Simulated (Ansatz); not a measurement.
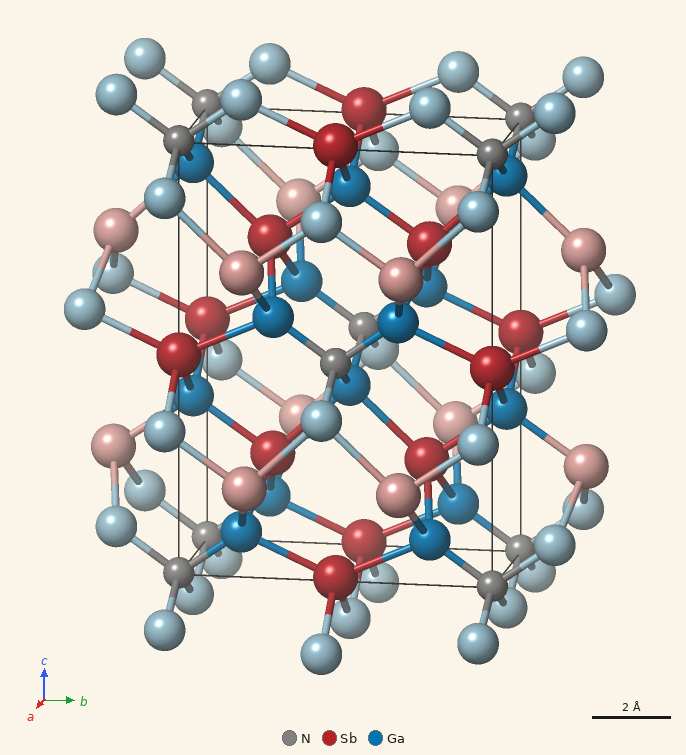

Ball-and-stick representation of a periodic structure, projected slightly off an axis. One conventional unit cell is outlined, and atoms on its boundary appear in each equivalent place. Bonds that leave the box are completed with the atoms at their other ends, in fainter colours.

Ga4Sb3N, space group Amm2 (No. 38), a = 4.061 Å, b = 8.223 Å, c = 11.456 Å, α = 90.00°, β = 90.00°, γ = 90.00°. The model was built from a structure type filled with these elements by a generator (whether the compound takes this form wasn't checked). Earlier steps of the study, as a rule a relaxation of our own, may have changed the cell and positions, so they can lie some per cent off the listed ones. A calculation with Ansatz used it as input.

This one geometry was computed with Ansatz (DFT, plane waves, PAW) at three levels of theory: PBE, r2SCAN and PBE with spin-orbit coupling. It was relaxed beforehand with r2SCAN.

> Which level gives the highest pressure at this volume, and what does that say about its equilibrium volume?

Highest: PBE (2.3 GPa) and PBE with spin-orbit coupling (2.4 GPa), which points to the largest equilibrium volume. Lowest, with the smallest volume: r2SCAN (0.0 GPa). Levels within 0.5 GPa of each other can't be told apart.

> How does the band gap change with the level of theory?

All levels give a metal, though semilocal functionals underestimate gaps and can close a small one.

> Collect the results in a table.

| level | cutoff (eV) | k-mesh of the run's cell | gap (eV) | pressure (GPa) |
| --- | --- | --- | --- | --- |
| PBE | 420 | 6×4×4 | metal | 2.3 |
| r2SCAN | 500 | 6×4×4 | metal | 0.0 |
| PBE with spin-orbit coupling | 420 | 6×4×4 | metal | 2.4 |

Gaps are taken on the k-mesh or band path of each run.
